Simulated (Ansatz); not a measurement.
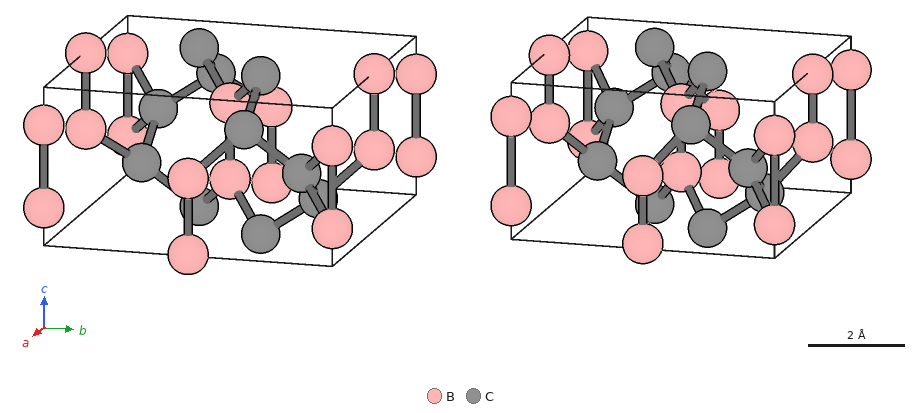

Two geometries of crystalline BC (a generated structure, set up in I4_122) (coarse preliminary run), drawn at one scale. One is the start of a relaxation, the other its converged end. Style: ball-and-stick. Shown: the conventional cell (2 times the calculation's cell), slightly off an axis. Lengths and directions refer to the drawn axes.

All numbers below come from DFT PBE, scalar-relativistic, plane waves, PAW in Ansatz. Set-up: plane-wave cutoff 420 eV; k-point mesh 6 × 6 × 6; occupations gaussian; smearing width 0.1 eV; no spin polarisation; cell and atoms relaxed; force threshold 0.04 eV/Å; at most 70 steps.

**Which one is relaxed?**

The left one is the relaxed one. The largest moves relative to the cell, 0.081 Å, are those of B atoms. Largest moves by element: B 0.081 Å, C 0.076 Å. The volume changes by +21.2 %, with a = b 5.764 → 6.314 Å (+9.5 %), c 3.401 → 3.436 Å (+1.0 %). Near-neighbour distances that change, for instance: B–B 1.468 → 1.646 Å, B–B 1.932 → 1.790 Å, B–C 1.505 → 1.612 Å, C–C 1.512 → 1.526 Å. Among the angles between lasting bonds that change: B–C–B 79.9° → 67.5°, C–B–C 100.1° → 112.5°, B–B–C 129.9° → 123.7°. The space group stays I4_122 (No. 98). The energy falls by 327 meV per atom in 6 accepted moves (8 points after the start). Largest force component: 3.2 eV/Å at the start, 0.012 eV/Å at the end. The pressure goes from 56.37 to 0.07 GPa. The SCF was repeated twice at an unchanged geometry on a basis and grid sized afresh for the cell, which shifted the energy by 11.0 meV per atom at most.
